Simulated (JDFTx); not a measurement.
System: V(110) (Im-3m bulk; lattice of mp-146, not re-optimised at this level), 1x1 cell of 6 atoms in 6 planes, area 6.29 Å² a face, 10.4 Å between the outermost planes in a cell 26.5 Å high; k mesh 8×8×1, Fermi width 0.01 Ha, no spin polarisation. Neither spin polarisation nor a larger cell was tried.

Computed with a modified build of JDFTx: PBE, GBRV ultrasoft potentials, plane waves to 20/100 Ha. Liquid on both sides: CANDLE, water, 2 M KCl; nuclei fixed, outer atoms relaxed in vacuum. Potentials refer to SHE, placed 4.44 V below the bulk liquid's zero by convention. The model has bare, unreconstructed faces and no explicit solvent. On the negative side CANDLE's cavity feels the periodic box, so those points shift with the cell height. Convergence in thickness and k mesh wasn't tested for this slab.

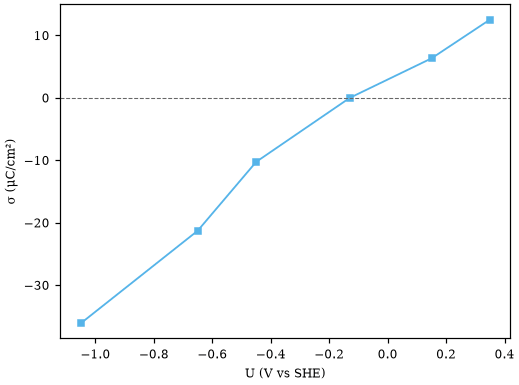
Fig. 1. Surface charge density of V(110) against potential

Read off the potential of zero charge and the mean capacitance σ/(U − U_pzc) at the computed point just above it.

U_pzc ≈ -0.13 V. At 0.15 V it is about 23 μF/cm².
